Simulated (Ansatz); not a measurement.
**GaP: pressure series**

The reference is GaP in the zinc blende structure (space group F-43m, No. 216).

```xyz
2
Lattice="0.0000 2.7259 2.7259 2.7259 0.0000 2.7259 2.7259 2.7259 0.0000" Properties=species:S:1:pos:R:3 pbc="T T T"
P      4.0888     4.0888     4.0888
Ga     0.0000     0.0000     0.0000
```

Cell and atoms are relaxed at each pressure.

All numbers come from DFT with r2SCAN, PAW potentials and a 500 eV plane-wave cutoff in Ansatz (an electronic-structure program), no spin-orbit coupling, earlier PAW set.

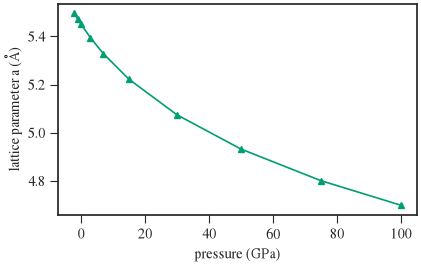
Figure: Lattice parameter a against pressure

From the plot, what is the lattice parameter a for pressure 50 GPa?

About 4.93 Å.

Is the trend monotonic over the range shown?

Yes, it falls throughout, spanning 4.699 Å to 5.495 Å.

Load acts through the strain it causes; cell and atoms are relaxed under it. Stability against distortions was not tested. Measured, GaP leaves this structure (for a Cmcm phase) near 26 GPa (temperature not stated; as listed in Datta, Sujoy, Jana, Debnarayan, arXiv (2020)).
